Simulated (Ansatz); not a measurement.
## TaN under a change: Ta → Ti

Base system: TaN in the rock salt structure (space group Fm-3m, No. 225; a = 4.375 Å).

Modification: Ti takes the place of Ta on all its sites; the structure is relaxed again.

Calculations: PBEsol, PAW, 420 eV (Ansatz, a first-principles code; no spin-orbit coupling), earlier PAW set. Settings: 19×19×19 k-points, 0.05 eV Fermi–Dirac smearing, for the changed cell.

```csv
quantity,base,changed,shift
volume per atom,10.46 Å³,9.29 Å³,-1.178 Å³
density,15.47 g/cm³,5.53 g/cm³,-9.94 g/cm³
lattice parameter a,4.375 Å,4.204 Å,-0.171 Å
shortest interatomic distance,2.187 Å,2.102 Å,-0.085 Å
band gap,zero,zero,–
```

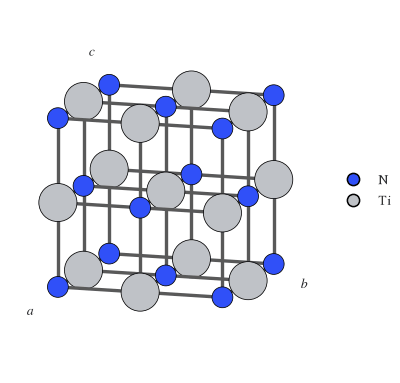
*The relaxed conventional cell after the change*

Cost of the whole job for the changed cell (relaxation, final SCF and bands): around 15 core-seconds (rough).

Whether these cells are dynamically stable was not tested. All final runs are without spin polarisation. An odd electron count without spin: TiN. This is not the structure that TaN has at room temperature and ambient pressure.
